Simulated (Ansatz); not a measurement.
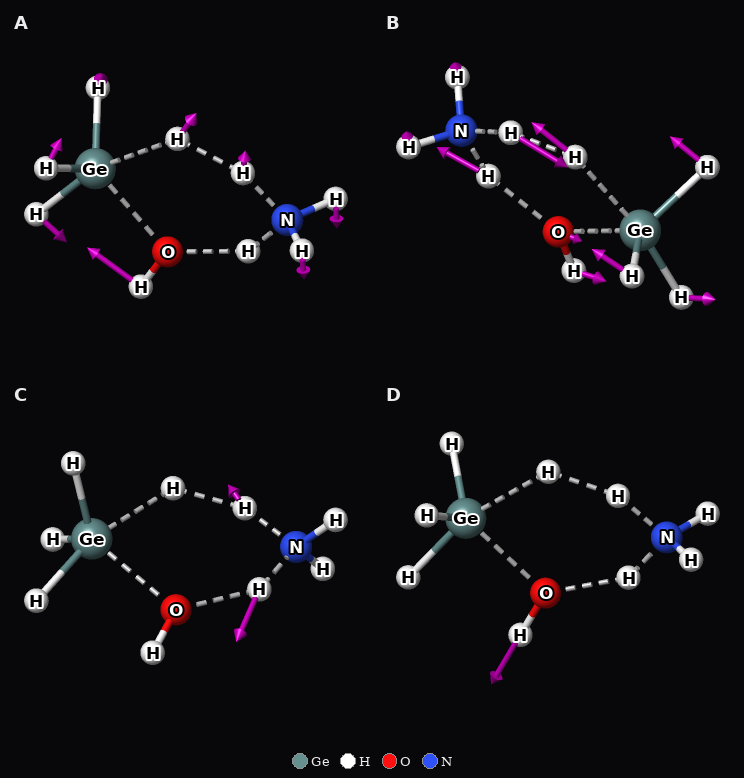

4 normal modes of one molecule or complex, as arrows. Broken sticks mark bonds that form or break. Harmonic vibrations computed with RKS PBE0-D4/def2-TZVP (Ansatz 0.2.0) at a stationary point of the same level. It is a saddle point of order 1.

> Match the panels to the wavenumbers 492i cm⁻¹, 876 cm⁻¹, 2588 cm⁻¹, 3871 cm⁻¹.

A: 876 cm⁻¹
B: 492i cm⁻¹
C: 2588 cm⁻¹
D: 3871 cm⁻¹
